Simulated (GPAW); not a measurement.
# CH5B (SMILES BC): vdW-DF-cx/dzp (scalar-relativistic datasets)

Aim: ionisation energies of CH5B. The job is set up through an ASE script.

The calculation is run with GPAW 26.7.0.

5 further runs of the same task are left out: 5 set aside as unsound or not needed. Runs told in other sessions of the task aren't counted.

## 1. The structure to begin with

CH5B has 7 atoms, charge 0, and is taken as a singlet. SMILES: `BC`. Geometry: relaxed at GFN2-xTB.

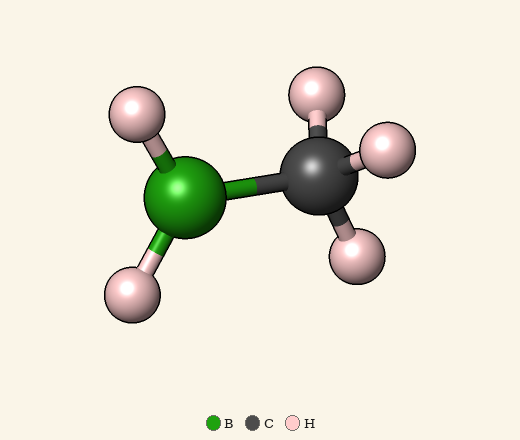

The structure, seen from a chosen angle (boron green, carbon dark grey, hydrogen pink).

## 2. Ionisation energies at vdW-DF-cx/dzp (scalar-relativistic datasets)

ipea.py

```python
from ase.io.zmatrix import parse_zmatrix
from gpaw import GPAW

# Structure
zmat = """
B
C 1 r2
H 1 r3 2 a3
H 1 r4 3 a4 2 d4
H 2 r5 1 a5 4 d5
H 2 r6 5 a6 1 d6
H 2 r7 5 a7 6 d7
"""
values = dict(r2=1.565077, r3=1.170708, a3=119.13708, r4=1.169709, a4=119.34042, d4=179.90268, r5=1.090302, a5=110.44474, d5=123.72169, r6=1.090489, a6=105.02064, d6=-118.55918, r7=1.086689, a7=107.90763, d7=-114.79242)
system = parse_zmatrix(zmat, defs=values)
system.center(vacuum=4.0)

energies = {}
for name, charge, unpaired in [("neutral", 0, 0), ("oxidised", 1, 1), ("reduced", -1, 1)]:
    system.set_initial_magnetic_moments([unpaired / len(system)] * len(system))
    calculator = GPAW(mode="lcao",
                      basis="dzp",
                      h=0.18,
                      xc={"name": "vdW-DF-cx", "backend": "libvdwxc"},
                      charge=charge,
                      occupations={"name": "fermi-dirac", "width": 0.0, "fixmagmom": unpaired > 0},
                      maxiter=100,
                      symmetry="off",
                      txt="-")
    system.calc = calculator
    energies[name] = system.get_potential_energy()
    print(f'{name:10} {energies[name]:12.5f} eV')

ip = energies["oxidised"] - energies["neutral"]
print(f"Vertical IP             {ip:.3f} eV")
ea = energies["neutral"] - energies["reduced"]
print(f"Vertical EA = {ea:.3f} eV")
```

On the command line:

```sh
$ python ipea.py
```

What values should one expect? Wanted: first ionisation energy.

**Answer.** As computed:

Level: vdW-DF-cx/dzp (scalar-relativistic datasets).

| quantity | value |
| --- | --- |
| first ionisation energy | 11.44 eV |
